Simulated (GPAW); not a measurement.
# Quasiparticle gap of CdTe (F-43m) in GPAW

How does a plane-wave GW calculation on CdTe (F-43m) run from the first input to the gap?

Calculated with GPAW 26.7.0; LDA and many-body steps on it, plane waves.

The database entry behind the starting cell differs from later determinations by our own check (an axis about 1.1 % short against later determinations), so it need not match the best structure at ambient conditions.

## Step 1: The structure

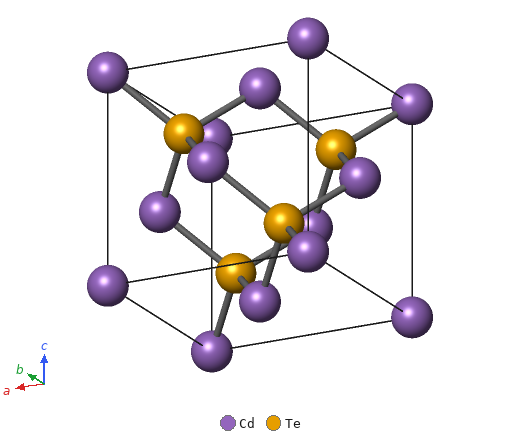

The cell as given, from a free direction (cadmium purple, tellurium orange). This picture shows the conventional cell, with its axes. Bonds to atoms that aren't drawn are left out. Some periodic images of atoms are drawn too.

The cell and positions come from the Crystallography Open Database and are kept as given unless a step says otherwise. Spin-orbit coupling is left out unless a step names it.

## Step 2: Ground state

This step: GPAW 26.7.0; DFT, LDA, plane waves, PAW.

The ground-state density comes first.

File run.py:

```python
import json
import numpy as np
from gpaw.mpi import world
from ase import Atoms
from gpaw import GPAW, PW, FermiDirac

atoms = Atoms(['Cd', 'Te'],
    cell=[[0.0000000000, 3.2050000000, 3.2050000000],
      [3.2050000000, 0.0000000000, 3.2050000000],
      [3.2050000000, 3.2050000000, 0.0000000000]],
    scaled_positions=[[0.0000000000, 0.0000000000, 0.0000000000],
      [0.2500000000, 0.2500000000, 0.2500000000]],
    pbc=(True, True, True))
calc = GPAW(mode=PW(450),
    xc='LDA',
    kpts={'size': (6, 6, 6), 'gamma': True},
    occupations=FermiDirac(0.001),
    nbands=-7,
    convergence={'density': 1e-6, 'bands': -3},
    maxiter=100,
    txt='gs.txt')
atoms.calc = calc
res = {'energy': atoms.get_potential_energy()}
kpts = calc.get_ibz_k_points()
res['kpts'] = kpts
res['eigenvalues'] = [calc.get_eigenvalues(kpt=k) for k in range(len(kpts))]
res['n_electrons'] = calc.get_number_of_electrons()
calc.write('gs.gpw')

if world.rank == 0:
    with open('result.json', 'w') as f:
        json.dump(res, f, default=lambda x: x.tolist())
```

On the command line:

```
$ mpirun -n 4 gpaw python run.py
```

Numbers of over 12 decimals in the logs are rounded to 6 here.

Output:

```text
__  _  _
 | _ |_)|_||  |
 |__||  | ||/\| - 26.7.0

Input parameters:
  mode=PW(ecut=450.000000),
  convergence={'density': 1e-06, 'bands': -3},
  kpts=MonkhorstPack(size=(6, 6, 6), gamma=True),
  maxiter=100,
  nbands=-7,
  occupations=Occupations(name='fermi-dirac', width=0.001, fixmagmom=False),
  xc=XC(name='LDA')
  [... matrices ...]
Diagonalizing LCAO Hamiltonian
Converting LCAO to pw mode

            Te

       Cd

Atoms  # Å, Bohr magnetons
|   | symbol |        x |        y |        z |    initial magnetic moments |
| 0 |     Cd | 0.000000 | 0.000000 | 0.000000 | ( 0.0000,  0.0000,  0.0000) |
| 1 |     Te | 1.602500 | 1.602500 | 1.602500 | ( 0.0000,  0.0000,  0.0000) |

Unit cell  # Å
| periodic |        x |        y |        z |  lengths |    angles |
|      yes | 0.000000 | 3.205000 | 3.205000 | 4.532554 | 60.000000 |
|      yes | 3.205000 | 0.000000 | 3.205000 | 4.532554 | 60.000000 |
|      yes | 3.205000 | 3.205000 | 0.000000 | 4.532554 | 60.000000 |

Number of symmetries: 24
Symmetry operations  # r_c * U_cc + t_c -> r_c
|    | kind |            matrix            |
|  0 |  E   |  1, 0, 0,  0, 1, 0,  0, 0, 1 |
|  1 |  σ   |  1, 0, 0,  0, 0, 1,  0, 1, 0 |
|  2 |  σ   |  1, 0,-1,  0, 1,-1,  0, 0,-1 |
|  3 |  C3  |  1, 0,-1,  0, 0,-1,  0, 1,-1 |
|  4 |  C3  |  1,-1, 0,  0,-1, 1,  0,-1, 0 |
|  5 |  σ   |  1,-1, 0,  0,-1, 0,  0,-1, 1 |
|  6 |  σ   |  0, 1, 0,  1, 0, 0,  0, 0, 1 |
|  7 |  C3  |  0, 1, 0,  0, 0, 1,  1, 0, 0 |
|  8 |  C2  |  0, 1,-1,  1, 0,-1,  0, 0,-1 |
|  9 |  S4  |  0, 1,-1,  0, 0,-1,  1, 0,-1 |
| 10 |  C3  |  0, 0, 1,  1, 0, 0,  0, 1, 0 |
| 11 |  σ   |  0, 0, 1,  0, 1, 0,  1, 0, 0 |
| 12 |  S4  |  0, 0,-1,  1, 0,-1,  0, 1,-1 |
| 13 |  C3  |  0, 0,-1,  0, 1,-1,  1, 0,-1 |
| 14 |  S4  |  0,-1, 1,  1,-1, 0,  0,-1, 0 |
| 15 |  C2  |  0,-1, 1,  0,-1, 0,  1,-1, 0 |
| 16 |  C3  |  0,-1, 0,  1,-1, 0,  0,-1, 1 |
| 17 |  S4  |  0,-1, 0,  0,-1, 1,  1,-1, 0 |
| 18 |  S4  | -1, 1, 0, -1, 0, 1, -1, 0, 0 |
| 19 |  C3  | -1, 1, 0, -1, 0, 0, -1, 0, 1 |
| 20 |  C3  | -1, 0, 1, -1, 1, 0, -1, 0, 0 |
| 21 |  S4  | -1, 0, 1, -1, 0, 0, -1, 1, 0 |
| 22 |  σ   | -1, 0, 0, -1, 1, 0, -1, 0, 1 |
| 23 |  C2  | -1, 0, 0, -1, 0, 1, -1, 1, 0 |

BZ-sampling:
  Number of BZ points: 216
  Number of IBZ points: 16

  Monkhorst-Pack size: [6, 6, 6]
  Monkhorst-Pack shift: [0.083333, 0.083333, 0.083333]

K-points  # in reciprocal-cell coordinates
|     |                                coordinates |     weight |
|   0 | (  0.00000000,   0.00000000,   0.00000000) | 0.00462963 |
|   1 | (  0.16666667,   0.16666667,   0.00000000) | 0.02777778 |
|   2 | (  0.16666667,   0.16666667,   0.16666667) | 0.03703704 |
|   3 | (  0.33333333,   0.16666667,   0.16666667) | 0.05555556 |
|   4 | (  0.33333333,   0.33333333,  -0.33333333) | 0.05555556 |
|   5 | (  0.33333333,   0.33333333,   0.00000000) | 0.02777778 |
|   6 | (  0.33333333,   0.33333333,   0.16666667) | 0.11111111 |
|   7 | (  0.33333333,   0.33333333,   0.33333333) | 0.03703704 |
|   8 | (  0.50000000,   0.33333333,  -0.33333333) | 0.11111111 |
|   9 | (  0.50000000,   0.33333333,  -0.16666667) | 0.05555556 |
| ... |                                            |            |
|  15 | (  0.50000000,   0.50000000,   0.50000000) | 0.01851852 |

Plane wave coefficients: 1458
Cutoff: 450.000000 eV

Spin-components: 1 (collinear spins)
Bands:           16
Projectors:      11
Spin-degeneracy: 2
Datatype:        complex128

  Storage: CPU
  Wave functions: 5_779_456 bytes (1_444_864 per core)
  Projectors: 7_946_752 bytes (1_986_688 per core)
  [... matrices ...]
Parallelization:
  kpt:    4
  domain: 1
  band:   1

Density:
  Valence electrons: 18.0
  Components: 1
  Grid points: [24 24 24]
  Charge: 0.0  # |e|

Potential:
  Grid points: [24 24 24]

species:
  Cd:
    name:    Cadmium
    Z:       48.0
    valence: 12
    core:    36
    charge:  0.0  # [|e|]
    compensation charges:
      type: gauss
      rc: 0.38  # [Å]
      lmax: 2
    cutoffs:
      filter: 2.12  # [Å]
      core: 2.62  # [Å]
    projectors
    | kind |    occ | energy [eV] | rcut [Å] |
    |   5s |  2.000 |      -5.950 |    1.191 |
    |   5p |  0.000 |      -1.328 |    1.228 |
    |   4d | 10.000 |     -11.904 |    1.164 |
    |    s |        |      21.261 |    1.191 |
    |    p |        |      25.883 |    1.228 |
    |    d |        |      15.307 |    1.164 |

    Using partial waves for Cd as LCAO basis

  Te:
    name:    Tellurium
    Z:       52.0
    valence: 6
    core:    46
    charge:  0.0  # [|e|]
    compensation charges:
      type: gauss
      rc: 0.36  # [Å]
      lmax: 2
    cutoffs:
      filter: 2.09  # [Å]
      core: 3.17  # [Å]
    projectors
    | kind |    occ | energy [eV] | rcut [Å] |
    |   5s |  2.000 |     -15.337 |    1.180 |
    |   5p |  4.000 |      -6.113 |    1.196 |
    |    s |        |      11.875 |    1.180 |
    |    p |        |      21.098 |    1.196 |
    |    d |        |       0.000 |    1.238 |

    Using partial waves for Te as LCAO basis

Reference energy: -336673.462795  # eV

eigensolver:
  PPCG
  Converge bands: -3
  niter=2

density mixing:
  MSR1-Mixer
  Pratt-step length: 0.05
  Maximum mixing coefficient: 0.75
  Old densities: 10
  SVD Regularization: 0.005
  Good broyden scale: 1.0
  Trust region scale: 1.0
  Backstep threshold: 4.0
  History deletion threshold: 6.0
  Fourier metric: weight=20.0, sigma=0.015

occupation numbers:
  Fermi-Dirac:
    width: 0.0010  # eV

poisson solver:
  ecut: 3600.000000  # eV

xc functional:
  name: None

Initialization done in: 1.583 s

convergence criteria:
- Maximum integral of absolute [dens]ity change: 1e-06 electrons / valence electron
- Maximum [total energy] change in last 3 cyles: 0.0005 eV / valence electron
- Maximum integral of absolute [eigenst]ate change: 4e-08 eV^2 / valence electron
maximum number of iterations: 100

SCF iterations
|iter     |     time |      energy | eigst |  dens |
|iter:   1|  |   -6.525192 | +0.76 |       |
|iter:   2|  |   -6.481289 | -0.56 | -1.28 |
|iter:   3|  |   -6.304053 | -1.45 | -1.32 |
|iter:   4|  |   -6.297998 | -3.20 | -1.78 |
|iter:   5|  |   -6.296827c| -3.66 | -2.25 |
|iter:   6|  |   -6.296820c| -5.34 | -2.97 |
|iter:   7|  |   -6.296821c| -6.76 | -3.59 |
|iter:   8|  |   -6.296821c| -7.87c| -4.36 |
|iter:   9|  |   -6.296821c| -8.59c| -5.45 |
|iter:  10|  |   -6.296821c| -9.22c| -5.99 |
|iter:  11|  |   -6.296821c| -9.54c| -6.85c|

Converged in 11 steps
SCF loop duration: 1.439 s (0.131 s/step)
Energy contributions relative to reference atoms: (reference = -336673.462795)
  [... matrices ...]
Energy contributions:
  Kinetic:          17.527337
  Coulomb:         -15.919921
  Zero:              0.243768
  External:          0.000000
  Xc:               -8.148005
  Entropy:          -0.000000
  Spinorbit:         0.000000
  ----------------------------
  Free energy:      -6.296821
  Extrapolated:     -6.296821

dipole moment: (-25.949308, -25.949308, -25.949308)  # |e|*Ang

Fermi level: 4.046
Eigenvalues  # (at kpt = [0.000, 0.000, 0.000])
| band index |      eig [eV] | occ [0-2] |
|          0 |        -7.681 |     2.000 |
|          1 |        -4.573 |     2.000 |
|          2 |        -4.573 |     2.000 |
|          3 |        -4.573 |     2.000 |
|          4 |        -4.280 |     2.000 |
|          5 |        -4.280 |     2.000 |
|          6 |         3.777 |     2.000 |
|          7 |         3.777 |     2.000 |
|          8 |         3.777 |     2.000 |
|          9 |         4.385 |     0.000 |
|         10 |         8.267 |     0.000 |
|         11 |         8.267 |     0.000 |
|         12 |         8.267 |     0.000 |
|         13 |        11.030 |     0.000 |
|         14 |        13.357 |     0.000 |
|         15 |        13.357 |     0.000 |

Gap: 0.608 eV
Transition (v -> c):
  (s=0, k=0, n=8, [0.00, 0.00, 0.00]) -> (s=0, k=0, n=9, [0.00, 0.00, 0.00])
No difference between direct/indirect transitions
# Writing to gs.gpw (mode='')
  [... matrices ...]
```

The job ended after 4.9 s (4 MPI ranks of Intel Xeon Platinum 8488C (Sapphire Rapids), shared host; peak memory 0.66 GiB; 18 s of CPU time).

This step gave:

- total energy: -6.297 eV
- gap: 0.6080 eV
- k of the valence top: 0, 0, 0
- k of the conduction bottom: 0, 0, 0
- least direct gap: 0.6080 eV

The gap is direct, at Γ.

## Step 3: Empty states on the mesh, 4×4×4 mesh, 284 bands

The sums over transitions need many empty states on a uniform mesh; this step solves for them.

File run.py:

```python
import json
import numpy as np
from gpaw.mpi import world
from gpaw import GPAW

calc = GPAW('gs.gpw').fixed_density(kpts={'size': (4, 4, 4), 'gamma': True},
    parallel={'domain': 1, 'band': 1},
    txt='nscf.txt')
calc.diagonalize_full_hamiltonian(nbands=284)
calc.write('full.gpw', mode='all')
res = {}
kpts = calc.get_ibz_k_points()
res['kpts'] = kpts
res['eigenvalues'] = [calc.get_eigenvalues(kpt=k) for k in range(len(kpts))]
res['n_electrons'] = calc.get_number_of_electrons()

if world.rank == 0:
    with open('result.json', 'w') as f:
        json.dump(res, f, default=lambda x: x.tolist())
```

On the command line:

```
$ mpirun -n 4 gpaw python run.py
```

Output:

```text
Diagonalizing LCAO Hamiltonian
Converting LCAO to pw mode
convergence criteria:
- Maximum integral of absolute [eigenst]ate change: 4e-08 eV^2 / valence electron
maximum number of iterations: 100

SCF iterations
|iter     |     time |      energy | eigst |  dens |
|iter:   1|  |             | +0.73 |       |
|iter:   2|  |             | -0.48 |       |
|iter:   3|  |             | -2.09 |       |
|iter:   4|  |             | -3.37 |       |
|iter:   5|  |             | -4.64 |       |
|iter:   6|  |             | -5.82 |       |
|iter:   7|  |             | -7.04 |       |
|iter:   8|  |             | -7.56c|       |
SCF steps: 8
  __  _  _
 | _ |_)|_||  |
 |__||  | ||/\| - 26.7.0

Input parameters:
  mode=PW(ecut=450.000000),
  convergence={'density': 1e-06, 'bands': -3},
  gpts=array([24, 24, 24]),
  kpts=MonkhorstPack(size=(4, 4, 4), gamma=True),
  maxiter=100,
  nbands=16,
  occupations=Occupations(name='fermi-dirac', width=0.001, fixmagmom=False),
  parallel={'domain': 1, 'band': 1},
  xc=XC(name='LDA')
Matrix size: 1427x1427
# Writing to full.gpw (mode='all')
  [... matrices ...]

timing:  # [seconds]
  Total: 4.082  # ━━━━━━━━━━━━━━━━━━━━━━━━━━━━━━━━━━━━━━━━━━━━━━━━━━━━━━━━━━━
```

Run time: 8.1 s. Hardware: 4 MPI ranks; peak memory 1.2 GiB; 31 s of CPU time.

Numbers from this step:

```yaml
gap: 0.6080 eV
k_of_the_valence_top: 0, 0, 0
k_of_the_conduction_bottom: 0, 0, 0
least_direct_gap: 0.6080 eV
k_points_computed: 8
lowest_point_of_the_top_converged_band_above_the_valence_top: 138.6609 eV
```

On this mesh the gap is 0.608 eV.

## Step 4: Screening and self-energy, 4×4×4 mesh, 274 bands, screening to 150 eV

G0W0 replaces the xc potential by the self-energy, built once from these orbitals. Only a window of levels is corrected, while the sums run over the empty bands that the input names.

This step: G0W0 on LDA, plane waves, PAW.

File run.py:

```python
import json
import numpy as np
from gpaw.mpi import world
from gpaw.response.g0w0 import G0W0

gw = G0W0('full.gpw',
    filename='gw',
    kpts=[0],
    bands=(7, 11),
    ecut=150,
    nbands=274,
    integrate_gamma='WS',
    ppa=True)
gw.calculate()
res = {mode: {k: v for k, v in r.items() if k != 'sigma_eskwn'}
       for mode, r in gw.all_results.items()}

if world.rank == 0:
    with open('result.json', 'w') as f:
        json.dump(res, f, default=lambda x: x.tolist())
```

On the command line:

```
$ mpirun -n 4 gpaw python run.py
```

Output:

```text
Using integrator: PointIntegrator
FrequencyGridDescriptor(from 0.000+0.000j to 0.000+27.211j eV, 2 points)
Nonperiodic BCs:  [False False False]
Using integrator: PointIntegrator
FrequencyGridDescriptor(from 0.000+0.000j to 0.000+27.211j eV, 2 points)
Nonperiodic BCs:  [False False False]
  ___  _ _ _
 |   || | | |
 | | || | | |
 |__ ||_____|
 |___|

BZ k-points: Symmetries present (total): 24

  [... matrices ...]
64 k-points: 4 x 4 x 4 Monkhorst-Pack grid + [1/8,1/8,1/8]
8 k-points in the irreducible part of the Brillouin zone
       k-points in crystal coordinates                weights
   0:     0.00000000    0.00000000    0.00000000          1/64
   1:     0.25000000    0.25000000    0.00000000          6/64
   2:     0.25000000    0.25000000    0.25000000          8/64
   3:     0.50000000    0.25000000   -0.25000000          6/64
   4:     0.50000000    0.25000000    0.25000000         12/64
   5:     0.50000000    0.50000000    0.00000000          3/64
   6:     0.50000000    0.50000000    0.25000000         24/64
   7:     0.50000000    0.50000000    0.50000000          4/64

Distributing spins, k-points and bands (1 x 1 x 4) over 4 processes
Number of blocks: 1

Quasi particle states:
k-points (IBZ indices): [0]
Band range: (7, 11)
  [... matrices ...]
Computational parameters:
Plane wave cut-off: 150 eV
Number of bands: 274
Coulomb cutoff: None
Broadening: 0.1 eV

fxc modes: GW
Kernel: RPA
Using Godby-Needs plasmon-pole approximation:
  Fitting energy: i*E0, E0 = 1.000 Hartree
Summing all q:

Calculating screened Coulomb potential
No Coulomb truncation
FrequencyGridDescriptor(from 0.000+0.000j to 0.000+27.211j eV, 2 points)
Removing empty qpoint cache files...

Calculating chi0 body with:
    Ground state adapter containing:
    Number of spins: 1
    Number of kpoints: 64
    Number of irreducible kpoints: 8
    Number of completely occupied states: 9
    Number of partially occupied states: 9
    Occupied states memory: 1.8984375 M / cpu

    Linear response parametrization:
    q_c: [0.0, 0.0, 0.0]
    Number of frequency points: 2
    Planewave cutoff: 150.0
    Number of bands: 274
    Number of planewaves: 283
    Broadening (eta): 1e-06
    comm.size: 4
    kncomm.size: 4
    blockcomm.size: 1

    Memory estimate of potentially large arrays:
        chi0_wGG: 2.444122 M / cpu
Integrating chi0 body.

Symmetries of q_c:
    Direct symmetries (Uq -> q): 24
    Indirect symmetries (TUq -> q): 24
In total 48 allowed symmetries.

  [... matrices ...]
8 groups of equivalent kpoints. 87.5% reduction.

Integral kind: response function
Integrating chi0 head and wings.

Symmetries of q_c:
    Direct symmetries (Uq -> q): 24
    Indirect symmetries (TUq -> q): 24
In total 48 allowed symmetries.

  [... matrices ...]
8 groups of equivalent kpoints. 87.5% reduction.

Integral kind: response function wings

Calculating chi0 body with:
    Ground state adapter containing:
    Number of spins: 1
    Number of kpoints: 64
    Number of irreducible kpoints: 8
    Number of completely occupied states: 9
    Number of partially occupied states: 9
    Occupied states memory: 1.8984375 M / cpu

    Linear response parametrization:
[... the further q-points ...]

Results:
f:      Occupation numbers
eps:     KS-eigenvalues [eV]
vxc:     KS vxc [eV]
exx:     Exact exchange [eV]
sigma:   Self-energies [eV]
dsigma:  Self-energy derivatives
Z:       Renormalization factors
qp:      QP-energies [eV]

k-point 0 (0): (0.000, 0.000, 0.000)                GW
band       f     eps     vxc     exx   sigma  dsigma       Z      qp
                                                                   GW
   7   1.000   3.777 -16.571 -18.178   1.232  -0.264   0.791   3.481
   8   1.000   3.777 -16.571 -18.178   1.232  -0.264   0.791   3.481
   9   0.000   4.385 -13.972  -9.625  -3.552  -0.245   0.803   5.024
  10   0.000   8.267 -11.406  -6.804  -4.154  -0.255   0.797   8.624
```

Run time: 75 s. Hardware: 4 MPI ranks; peak memory 1.5 GiB.

Numbers from this step:

| Item | Value |
| --- | --- |
| G0W0 gap on the points computed | 1.542 eV |
| least direct G0W0 gap on the computed points | 1.542 eV |
| Z at the valence top | 0.7911 |
| Z at the conduction bottom | 0.8033 |
| starting gap on the mesh | 0.6080 eV |
| k of the valence top | 0, 0, 0 |
| k of the conduction bottom | 0, 0, 0 |

The gap on the mesh goes from 0.61 eV to 1.54 eV, a correction of +0.93 eV.

Limits: finite bands, cutoff and mesh; no spin-orbit coupling; coarse k mesh. v1 is the top filled band, c1 the lowest empty one. Levels before and after the correction, in eV, zero at the valence-band top of each column:

|  | conduction bottom | valence top |
| --- | --- | --- |
| Kohn-Sham | 0.61 | 0.00 |
| G0W0 | 1.54 | 0.00 |

|  | level | energy (eV) |
| --- | --- | --- |
| Kohn-Sham | Γ v2-v1 | 0.000 |
| Kohn-Sham | Γ c1 | 0.608 |
| Kohn-Sham | Γ c2 | 4.490 |
| G0W0 | Γ v2-v1 | 0.000 |
| G0W0 | Γ c1 | 1.542 |
| G0W0 | Γ c2 | 5.143 |

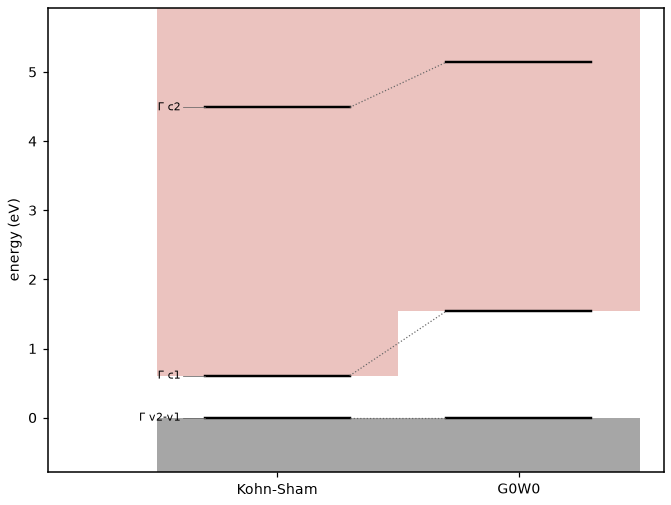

Levels before and after the correction. Shaded: valence and conduction bands.

## Step 5: Where the time went

Times are wall times on 4 MPI ranks of Intel Xeon Platinum 8488C (Sapphire Rapids), shared host, good to a factor of about two.

| step | time | share | memory (GiB) |
| --- | --- | --- | --- |
| ground state | 4.9 s | 6 % | 0.66 |
| empty states on the mesh | 8.1 s | 9 % | 1.2 |
| screening and self-energy | 75 s | 85 % | 1.5 |

## Step 6: Summary of results

* LDA gap: 0.61 eV, direct
* G0W0 gap on the mesh: 1.54 eV
* GW settings: 4×4×4 mesh, 274 bands, screening to 150 eV, Godby-Needs plasmon pole
* known limits: not at the basis limit; no spin-orbit coupling; coarse k mesh

What this shows: G0W0 moves the gap on the mesh from 0.61 eV to 1.54 eV (+0.93 eV), with Z of 0.79 and 0.80 at the edges. Only 1 of the mesh's irreducible points was corrected, so a valley elsewhere could overtake. The dearest step here is «screening and self-energy». Bands and cutoff are finite, so the gap is not at the basis limit. The miss can reach some tenths of an eV and take either sign; the mesh is an error of its own. These stock PAW sets were not made for GW; the filled d or f shell of Te lies in the frozen core, which bears on start and correction. In the G0W0 run levels were corrected at 1 k point alone, so a gap called «on the mesh» is the least over those, and an edge elsewhere would be missed. The 4×4×4 mesh is coarse for this cell, which bears on the long-range parts of exchange and screening. The many-body steps are scalar-relativistic: spin-orbit coupling is not in them.

[Paths, hosts, dates, memory and timing lines, banners, echoed tables and standing remarks are left out of the program output.]

[Logs are printed without paths, hosts, clocks, repeated set-up lines and the standing remarks that a program may print on its own settings, such as how far it seeks lower states.]

[Runs of the session that timed out or met a known fault of the program may be left out.]

[Hosts, paths, dates, database ids (printed as entryN), source tags and the programs' standing remarks are cut or masked in the printed files.]
